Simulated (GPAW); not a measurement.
# NaH (honeycomb monolayer): G0W0 with GPAW, start to end, part 2 of 2

Wanted: ground state, empty states, screening and self-energy for NaH (honeycomb monolayer).

GPAW 26.7.0; LDA and many-body steps on it, plane waves. Known limits of the many-body steps: not at the basis limit.

So far. Step 4 (Bands along the symmetry lines): The gap is 3.247 eV, as in the run before at this level. Step 5 (Empty states on the mesh, 9×9×1 mesh, 308 bands): On this mesh the gap is 3.247 eV.

## 6. Screening and self-energy, 9×9×1 mesh, 138 bands, screening to 60 eV

Now the one-shot GW correction: screening in the RPA, then the self-energy of the levels asked for.

This step: G0W0 on LDA, plane waves, PAW.

run.py

```python
import json
import numpy as np
from gpaw.mpi import world
from gpaw.response.g0w0 import G0W0

gw = G0W0('full.gpw',
    filename='gw',
    kpts=[0, 6, 11],
    bands=(2, 6),
    ecut=60,
    nbands=138,
    truncation='2D',
    integrate_gamma='sphere',
    q0_correction=True,
    frequencies={'type': 'nonlinear', 'domega0': 0.15, 'omega2': 15.0},
    eta=0.1,
    nblocksmax=True)
gw.calculate()
res = {mode: {k: v for k, v in r.items() if k != 'sigma_eskwn'}
       for mode, r in gw.all_results.items()}

if world.rank == 0:
    with open('result.json', 'w') as f:
        json.dump(res, f, default=lambda x: x.tolist())
```

Launch:

```console
mpirun -n 4 gpaw python run.py
```

Numbers of over 12 decimals in the logs are rounded to 6 here.

The program printed:

```text
Using integrator: PointIntegrator
NonLinearFrequencyDescriptor(from 0.000 to 86.196 eV, 171 points)
Nonperiodic BCs:  [False False  True]
Using integrator: PointIntegrator
NonLinearFrequencyDescriptor(from 0.000 to 86.196 eV, 171 points)
Nonperiodic BCs:  [False False  True]
Applying analytical 2D correction to W:
    Evaluating Gamma point contribution to W on a 13x13x1 grid
  ___  _ _ _
 |   || | | |
 | | || | | |
 |__ ||_____|
 |___|

BZ k-points: Symmetries present (total): 6

  [... matrices ...]
81 k-points: 9 x 9 x 1 Monkhorst-Pack grid
12 k-points in the irreducible part of the Brillouin zone
       k-points in crystal coordinates                weights
   0:     0.00000000    0.00000000    0.00000000          1/81
   1:     0.11111111    0.00000000    0.00000000          6/81
   2:     0.22222222   -0.11111111    0.00000000          6/81
   3:     0.22222222    0.00000000    0.00000000          6/81
   4:     0.33333333   -0.11111111    0.00000000         12/81
   5:     0.33333333    0.00000000    0.00000000          6/81
   6:     0.33333333    0.33333333    0.00000000          2/81
   7:     0.44444444   -0.22222222    0.00000000          6/81
   8:     0.44444444   -0.11111111    0.00000000         12/81
   9:     0.44444444    0.00000000    0.00000000          6/81
          ...
  11:     0.44444444    0.44444444    0.00000000          6/81

Distributing spins, k-points and bands (1 x 3 x 4) over 1 process
Number of blocks: 4

Quasi particle states:
k-points (IBZ indices): [0, 6, 11]
Band range: (2, 6)
  [... matrices ...]
Computational parameters:
Plane wave cut-off: 60 eV
Number of bands: 138
Coulomb cutoff: 2D
Broadening: 0.1 eV

fxc modes: GW
Kernel: RPA
Using full-frequency real axis integration
Summing all q:

Calculating screened Coulomb potential
2D Coulomb truncation
NonLinearFrequencyDescriptor(from 0.000 to 86.196 eV, 171 points)
Removing empty qpoint cache files...

Calculating chi0 body with:
    Ground state adapter containing:
    Number of spins: 1
    Number of kpoints: 81
    Number of irreducible kpoints: 12
    Number of completely occupied states: 4
    Number of partially occupied states: 4
    Occupied states memory: 1.884155 M / cpu

    Linear response parametrization:
    q_c: [0.0, 0.0, 0.0]
    Number of frequency points: 171
    Planewave cutoff: 60.0
    Number of bands: 138
    Number of planewaves: 135
    Broadening (eta): 0.1
    comm.size: 4
    kncomm.size: 1
    blockcomm.size: 4

    Memory estimate of potentially large arrays:
        chi0_wGG: 11.888409 M / cpu
Integrating chi0 body.

Symmetries of q_c:
    Direct symmetries (Uq -> q): 6
    Indirect symmetries (TUq -> q): 6
In total 12 allowed symmetries.

  [... matrices ...]
12 groups of equivalent kpoints. 85.185185% reduction.

Integral kind: spectral function
Integrating chi0 head and wings.

Symmetries of q_c:
    Direct symmetries (Uq -> q): 6
    Indirect symmetries (TUq -> q): 6
In total 12 allowed symmetries.

  [... matrices ...]
12 groups of equivalent kpoints. 85.185185% reduction.

Integral kind: spectral function wings

Calculating chi0 body with:
    Ground state adapter containing:
    Number of spins: 1
    Number of kpoints: 81
    Number of irreducible kpoints: 12
    Number of completely occupied states: 4
    Number of partially occupied states: 4
[... the further q-points ...]

Results:
f:      Occupation numbers
eps:     KS-eigenvalues [eV]
vxc:     KS vxc [eV]
exx:     Exact exchange [eV]
sigma:   Self-energies [eV]
dsigma:  Self-energy derivatives
Z:       Renormalization factors
qp:      QP-energies [eV]

k-point 0 (0): (0.000, 0.000, 0.000)                GW
band       f     eps     vxc     exx   sigma  dsigma       Z      qp
                                                                   GW
   2   1.000 -26.121 -32.166 -45.160   3.520  -0.259   0.794 -33.646
   3   1.000  -5.918  -8.863 -13.166   1.331  -0.384   0.723  -8.066
   4   0.000  -0.718  -3.730  -1.183  -1.161  -0.120   0.893   0.519
   5   0.000   0.219  -1.819  -0.566  -0.624  -0.080   0.926   0.801

k-point 1 (6): (0.333, 0.333, 0.000)                GW
band       f     eps     vxc     exx   sigma  dsigma       Z      qp
                                                                   GW
   2   1.000 -26.147 -32.071 -45.052   3.518  -0.263   0.792 -33.637
   3   1.000  -3.965 -10.531 -14.333   0.986  -0.286   0.777  -6.154
   4   0.000   1.216  -6.328  -2.553  -1.857  -0.185   0.844   2.835
   5   0.000   2.214  -6.598  -2.696  -1.800  -0.172   0.853   4.007

k-point 2 (11): (0.444, 0.444, 0.000)                GW
band       f     eps     vxc     exx   sigma  dsigma       Z      qp
                                                                   GW
   2   1.000 -26.133 -32.121 -45.109   3.520  -0.262   0.793 -33.638
   3   1.000  -4.156 -10.357 -14.201   1.008  -0.294   0.773  -6.347
   4   0.000   0.531  -6.339  -2.684  -1.714  -0.159   0.863   2.206
   5   0.000   2.906  -3.943  -0.968  -1.417  -0.159   0.863   4.250
```

Run time: 2.3 min. Hardware: 4 MPI ranks of Arm Neoverse V1, shared host; peak memory 1.8 GiB; 9.1 min of CPU time.

Numbers from this step:

```yaml
g0w0_gap_on_the_points_computed: 6.673 eV
least_direct_g0w0_gap_on_the_computed_points: 8.553 eV
z_at_the_valence_top: 0.7774
z_at_the_conduction_bottom: 0.8927
starting_gap_on_the_mesh: 3.247 eV
k_of_the_valence_top: 0.3333, 0.3333, 0
k_of_the_conduction_bottom: 0, 0, 0
```

The gap on the mesh goes from 3.25 eV to 6.67 eV, a correction of +3.43 eV.

Limits: finite bands, cutoff and mesh. v1 is the top filled band, c1 the lowest empty one. The levels before and after the correction (eV, zero at the valence-band top of each column):

```
           conduction bottom  valence top
Kohn-Sham               3.25         0.00
     G0W0               6.67         0.00
```

```
                        level  energy (eV)
Kohn-Sham                Γ v2      -22.156
Kohn-Sham                Γ v1       -1.953
Kohn-Sham                Γ c1        3.247
Kohn-Sham                Γ c2        4.183
Kohn-Sham  (0.333 0.333 0) v2      -22.183
Kohn-Sham  (0.333 0.333 0) v1        0.000
Kohn-Sham  (0.333 0.333 0) c1        5.181
Kohn-Sham  (0.333 0.333 0) c2        6.179
     G0W0                Γ v2      -27.492
     G0W0                Γ v1       -1.912
     G0W0                Γ c1        6.673
     G0W0                Γ c2        6.955
     G0W0  (0.333 0.333 0) v2      -27.483
     G0W0  (0.333 0.333 0) v1        0.000
     G0W0  (0.333 0.333 0) c1        8.989
     G0W0  (0.333 0.333 0) c2       10.162
```

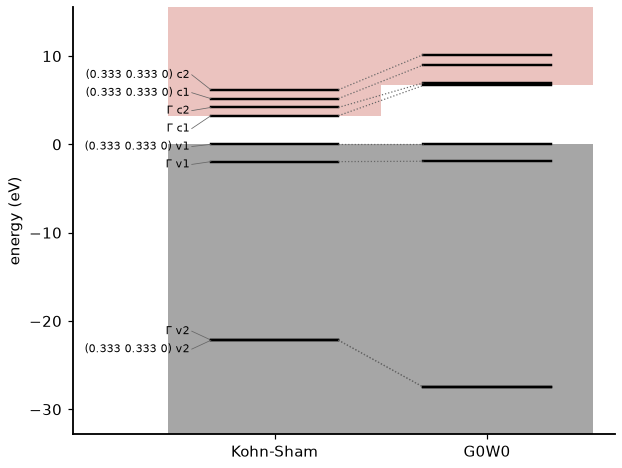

Levels before and after the correction. Shaded: valence and conduction bands.

## 7. Where the time went

Times are wall times on 4 MPI ranks of Arm Neoverse V1, shared host, good to a factor of about two.

```
                          step     time  share  memory (GiB)
                    relaxation     37 s    8 %          0.94
                  ground state      5 s    1 %          0.69
bands along the symmetry lines    6.7 s    1 %          0.76
      empty states on the mesh  4.4 min   59 %           1.4
     screening and self-energy  2.3 min   30 %           1.8
```

## 8. Results

```json
{
  "LDA gap": "3.25 eV, indirect",
  "G0W0 gap on the mesh": "6.67 eV",
  "GW settings": "9×9×1 mesh, 138 bands, screening to 60 eV, full frequency, Hilbert transform",
  "known limits": "not at the basis limit"
}
```

G0W0 moves the gap on the mesh from 3.25 eV to 6.67 eV (+3.43 eV), with Z of 0.78 and 0.89 at the edges. Only 3 of the mesh's irreducible points were corrected, so a valley elsewhere could overtake. The dearest step here is «empty states on the mesh». Bands and cutoff are finite, so the gap is not at the basis limit. The miss can reach some tenths of an eV and take either sign; the mesh is an error of its own. These stock PAW sets were not made for GW. In the G0W0 run levels were corrected at 3 k points alone, so a gap called «on the mesh» is the least over those, and an edge elsewhere would be missed.

[Paths, hosts, dates, memory and timing lines, banners, echoed tables and standing remarks are left out of the program output.]

[Logs are printed without paths, hosts, clocks, repeated set-up lines and the standing remarks that a program may print on its own settings, such as how far it seeks lower states.]

[Runs of the session that timed out or met a known fault of the program may be left out.]

[Hosts, paths, dates, database ids (printed as entryN), source tags and the programs' standing remarks are cut or masked in the printed files.]
